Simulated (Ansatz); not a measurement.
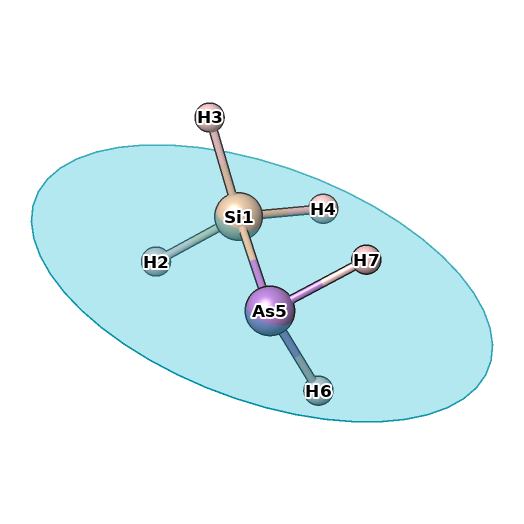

A disc through the centre of mass is drawn in. Atoms fade into the background with distance from the viewer. Computed geometry: PBE0-D4/def2-TZVP optimisation.

### Is the plane of the disc a mirror plane of the structure?

Yes. The reflection leaves Si1, H4, As5 in place and moves H2 ↔ H3; H6 ↔ H7. The point group is Cs.
